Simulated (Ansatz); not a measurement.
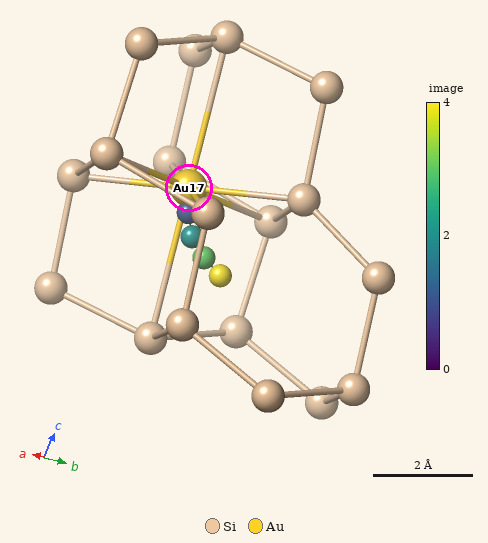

NEB run on a defect cell of composition Si16Au (cell charge +1) (17 atoms in the cell). Images are numbered from 0 (start) to 4 (end). The start is drawn whole; smaller spheres mark the moving atoms (Au) in the later images, joined by lines and coloured by the number of the image. A ball-and-stick model of the atoms within 4.6 Å of the middle of the path, seen from a free direction. The moving atom is ringed, with any periodic copies. Bonds to atoms that aren't drawn are left out.

Computed with DFT LDA, scalar-relativistic, plane waves, PAW in Ansatz.

The input:
```yaml
crystal:
  lattice:
    - [0.0, 5.401942273, -5.401942273]
    - [5.401942273, 5.401942273, 0.0]
    - [5.401942273, 0.0, -5.401942273]
  atoms:
    - { symbol: Si, position: [0.1468082863, 0.1265235978, 0.1310845841] }
    - { symbol: Si, position: [0.1466506608, 0.5957509263, 0.1309973441] }
    - { symbol: Si, position: [0.5791563406, 0.1401246349, 0.140261021] }
    - { symbol: Si, position: [0.6616984344, 0.6384239416, 0.0610827368] }
    - { symbol: Si, position: [0.103919787, 0.1058297469, 0.6845049178] }
    - { symbol: Si, position: [0.1434499241, 0.6245284394, 0.6074653179] }
    - { symbol: Si, position: [0.6231028747, 0.140733491, 0.6151408887] }
    - { symbol: Si, position: [0.6231656432, 0.6210957765, 0.6150595711] }
    - { symbol: Si, position: [0.2955025852, 0.7347748001, 0.2350848355] }
    - { symbol: Si, position: [0.2128391872, 0.2366560314, 0.3140324524] }
    - { symbol: Si, position: [0.728111703, 0.7483504808, 0.2438936769] }
    - { symbol: Si, position: [0.7283336876, 0.2793260002, 0.2440026559] }
    - { symbol: Si, position: [0.2518700752, 0.7343536969, 0.7598287561] }
    - { symbol: Si, position: [0.2518343568, 0.253936778, 0.75993838] }
    - { symbol: Si, position: [0.7708737399, 0.769261192, 0.6906939513] }
    - { symbol: Si, position: [0.731263511, 0.2504715606, 0.7678471157] }
    - { symbol: Au, position: [-0.0625817385, -0.0623374341, 0.1871670339] }
total_charge: 1
basis:
  ecutwfc: 420
  xc_grid: 2
kpoints:
  mp_grid: { grid: [3, 3, 3], shift: [0.0, 0.0, 0.0] }
hamiltonian:
  xc: lda
scf:
  occupations: { method: gaussian, width: 0.02 }
output:
  forces: true
neb:
  images: 3
  f_tol: 0.05
  max_iterations: 70
  order_check: false
  final_atoms:
    - { symbol: Si, position: [0.1404580035, 0.140261021, 0.1401246349] }
    - { symbol: Si, position: [0.1057455483, 0.6845049178, 0.1058297469] }
    - { symbol: Si, position: [0.5955835317, 0.1310845841, 0.1265235978] }
    - { symbol: Si, position: [0.6210227456, 0.6151408887, 0.140733491] }
    - { symbol: Si, position: [0.1266010688, 0.1309973441, 0.5957509263] }
    - { symbol: Si, position: [0.1406790092, 0.6150595711, 0.6210957765] }
    - { symbol: Si, position: [0.6387948872, 0.0610827368, 0.6384239416] }
    - { symbol: Si, position: [0.6245563186, 0.6074653179, 0.6245284394] }
    - { symbol: Si, position: [0.2504178127, 0.7678471157, 0.2504715606] }
    - { symbol: Si, position: [0.236472329, 0.3140324524, 0.2366560314] }
    - { symbol: Si, position: [0.7342904853, 0.75993838, 0.253936778] }
    - { symbol: Si, position: [0.7483376563, 0.2440026559, 0.2793260002] }
    - { symbol: Si, position: [0.2539474718, 0.7598287561, 0.7343536969] }
    - { symbol: Si, position: [0.2796441394, 0.2438936769, 0.7483504808] }
    - { symbol: Si, position: [0.7691711167, 0.6906939513, 0.769261192] }
    - { symbol: Si, position: [0.7346377792, 0.2350848355, 0.7347748001] }
    - { symbol: Au, position: [-0.0622478613, 0.1871670339, -0.0623374341] }
```

Launched with:
```bash
ansatz run input.yaml --threads 4 --pin off --max-ram 10240MiB --backend cpu --events-out ev --progress --plain --runs-dir out
```

What moves, how far, and at what cost in energy?

The Au atom travels furthest, 1.91 Å from end to end, along [0 1 −1], on a path that bends up to 0.28 Å away from the straight line. At the highest image its nearest neighbour (Si) is 2.42 Å away, against 2.41 Å at the start, and the surrounding atoms stand up to 0.13 Å off the mean of their end positions. The two ends have the same energy, and the highest point, image 2, lies 0.300 eV above the start. The band converged in 5 iterations. The largest component of the band force went from 4.7 to 0.036 eV/Å. The climbing image converged on the top of the path. Its curvatures weren't checked.

Limits of the set-up: the periodic images lie only 7.6 Å apart, so the values are limited by the cell's size; the cell is charged, on a uniform background, and energies carry no finite-size correction.

The run took 2.2 min on 4 threads of Arm Neoverse V2 (shared host), peak memory 1.3 GiB.
